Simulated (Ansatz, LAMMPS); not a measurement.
# Glassy 64SiO2-18MgO-9Li2O-9K2O (mol %) (155 atoms) under strain: runs compared

How stiff is glassy 64SiO2-18MgO-9Li2O-9K2O (mol %) (155 atoms), and how do its levels respond to strain?

Computed with Ansatz 0.2.0: Kohn-Sham DFT, PBE, PAW (set soft_2), plane waves.

## (1) The cell as built

The cell holds 155 atoms: 35 Si, 10 Mg, 10 Li, 10 K and 90 O. Its edges and angles: a = 12.664 Å, b = 12.664 Å, c = 12.664 Å, α = 90.0°, β = 90.0°, γ = 90.0°. 155 atoms (35 Si, 10 Mg, 10 Li, 10 K, 90 O) placed at random at 2.4 g/cm³, melted at 4000 K for 10 ps at fixed volume with the Morse and Coulomb pair potential with partial charges (Pedone, Malavasi, Menziani, Cormack and Segre, J. Phys. Chem. B 110, 11780 (2006)). Quenched from 4000 K to 300 K at 50 K/ps and fixed volume, held 10 ps at zero pressure.

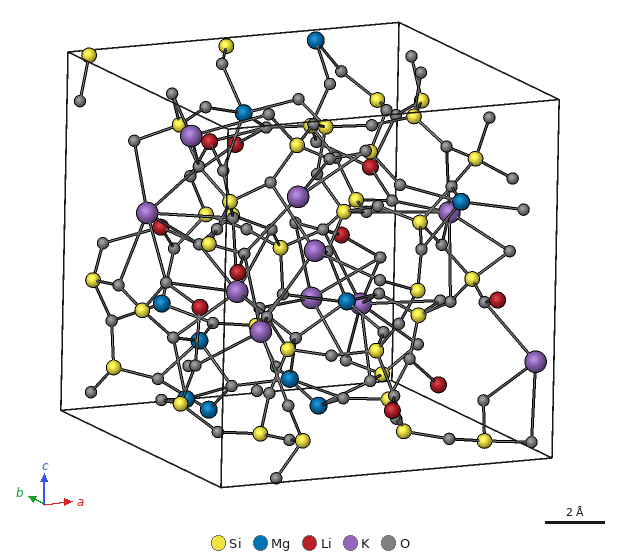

The cell as built. Bonds to atoms that aren't drawn are left out.

What the set-up can't give: The quench rate of 50 K/ps is many orders above laboratory rates, so the cell is likely richer in defects and strain than a real sample. The network of bonds at the start is that of the classical potential that made the cell, and needn't be the one that DFT or experiment would give. Only the Γ point is sampled.

## (2) The reference run

The reference is a single point at the end of the relaxation.

Every strained cell starts from the geometry of this run, and its atoms are relaxed with the cell held.

Its input, with most atom lines left out:

```yaml
crystal:
  lattice:
    - [12.45896, -0.01188, 0.00321]
    - [-0.01188, 12.96237, -0.0541]
    - [0.00321, -0.0541, 12.94694]
  atoms:
    - { symbol: Si, position: [0.62491, 0.80326, 0.78513] }
    - { symbol: Si, position: [0.57945, 0.2031, 0.29117] }
    - { symbol: Si, position: [0.06007, 0.81828, 0.1713] }
    - { symbol: Si, position: [0.88614, 0.26463, 0.44756] }
    - { symbol: Si, position: [0.00241, 0.84033, 0.40136] }
    - { symbol: Si, position: [0.60837, 0.06542, 0.49036] }
    - { symbol: Si, position: [0.0589, 0.99021, 0.0006] }
    [... atom lines 8 to 155 left out ...]
kpoints:
  mp_grid: { grid: [1, 1, 1] }
hamiltonian:
  xc: pbe
scf:
  occupations: { method: fixed }
output:
  forces: true
  stress: true
  populations: true
  dos:
    method: { smearing: { sigma: 0.1 } }
    de: 0.1
    projected: { site_lists: { K: [K], Li: [Li], Mg: [Mg], O: [O], Si: [Si] } }
  eigenvalues: true
  write_density: true
  write_potential: true
  volumetric_format: npy
```

| Item | Value |
| --- | --- |
| free energy per atom | -710.7276 eV/atom |
| r.m.s. force component | 0.00682 eV/Å |
| pressure | 0.0324 GPa |

Filled and empty levels are parted by 3.79 eV (at Γ alone); a semilocal functional tends to put such gaps too low. In a disordered cell it changes from sample to sample, and tail or defect levels can set it.

## (3) The runs

Each row is one run, on 4 threads of AMD EPYC 9R45, shared host. The free energy is the program's total, comparable only between runs with the same functional, potentials and atoms.

| run | atoms | outcome | ionic steps, all passes | free energy (eV) | time | host memory (GiB) |
| --- | --- | --- | --- | --- | --- | --- |
| Single point at the start | 155 | converged | - | -110147.544 | 11 s | 3.1 |
| Cell and atoms relaxed | 155 | converged | 30 | -110162.780 | 4.5 min | 3.2 |
| Single point at the relaxed geometry | 155 | converged | - | -110162.780 | 19 s | 3.5 |
| Volume -3 % | 155 | converged | 8 | -110162.497 | 1.8 min | 3.4 |
| Volume +3 % | 155 | converged | 16 | -110162.711 | 3.9 min | 3.6 |
| Volume -6 % | 155 | converged | 22 | -110161.625 | 4.9 min | 3.4 |
| Volume +6 % | 155 | converged | 16 | -110162.061 | 3.9 min | 3.6 |
| Volume -10 % | 155 | converged | 31 | -110159.944 | 6.7 min | 3.2 |
| Stretched by 1 % along x | 155 | converged | 17 | -110162.937 | 4 min | 3.5 |
| Compressed by 1 % along x | 155 | converged | 6 | -110162.743 | 82 s | 3.5 |

In some runs the program notes that the SCF threshold is loose for the stress.

## (4) Pressure against volume

Atoms are relaxed at each volume, in the scaled cell.

| volume change (%) | volume (Å³/atom) | energy change (meV/atom) | pressure (GPa) | largest move on relaxing (Å) | bonds | gap (eV) |
| --- | --- | --- | --- | --- | --- | --- |
| -10 | 12.140 | 18.30 | 4.72 | 1.11 | 293 | 4.02 |
| -6 | 12.680 | 7.46 | 3.00 | 0.67 | 282 | 4.01 |
| -3 | 13.085 | 1.83 | 1.57 | 0.13 | 275 | 3.92 |
| +0 | 13.489 | 0.00 | 0.03 | - | 266 | 3.79 |
| +3 | 13.894 | 0.45 | -1.21 | 0.92 | 267 | 3.62 |
| +6 | 14.299 | 4.64 | -1.96 | 0.89 | 260 | 3.48 |

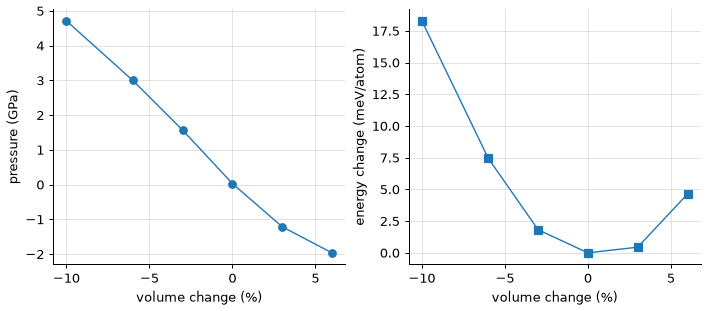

Pressure and energy against volume.

## (5) Uniaxial strain and shear

Stress (GPa, compression positive) less that of the relaxed cell, atoms relaxed:

| strain | xx | yy | zz | xy | energy change (meV/atom) |
| --- | --- | --- | --- | --- | --- |
| stretched by 1 % along x | -0.468 | -0.418 | -0.259 | 0.074 | -1.01 |
| compressed by 1 % along x | 0.900 | 0.323 | 0.295 | 0.027 | 0.24 |

## (6) Outcome

The bulk modulus, from the slope of pressure against ln V over the three points nearest the relaxed volume, is 46.4 GPa; between neighbouring points the slope runs 39, 46, 51, 42 and 26 GPa from the smallest volume up, without a steady fall, so no pressure derivative is given. The count of bonds runs from 260 to 293 over the series, so at some points contacts cross the cutoffs. At -10 %, -6 %, +3 % and +6 % some atom moved by over 0.5 Å on relaxing, so those points may sit in another local minimum. The curvature of the energy over the same three points gives 30.0 GPa instead, so stress and energy disagree and the modulus is uncertain by that much. The gap goes from 4.02 eV at the smallest volume to 3.48 eV at the largest, -3.4 eV per unit of ln V by a straight line, on the run's k-points. Stretch and compression disagree (xx stress changes of -0.47 and 0.90 GPa), so C11 is only a mean of unlike responses. The cell stretched by 1 % along x ends below the relaxed cell in energy, so the reference wasn't the lowest nearby minimum and the moduli are doubtful. In the Cartesian axes of the cell, finite differences give C11 = 68.4, C12 = 37.1 and C13 = 27.7 GPa.

Caveats: Strains are finite and relaxations stop at the force tolerance of the input, which can leave moduli too stiff; they are those of a static cell at zero temperature. Volumes are changed with the cell's shape held, so in an anisotropic solid the modulus lies over the one under free hydrostatic load. The program notes that the SCF threshold of the relaxations is loose for the stress.

The DFT runs together took 32 min of wall time.

[Logs are printed without paths, hosts, clocks, repeated set-up lines and the standing remarks that a program may print on its own settings, such as how far it seeks lower states.]

[Hosts, paths, dates, database ids (printed as entryN), source tags and the programs' standing remarks are cut or masked in the printed files.]
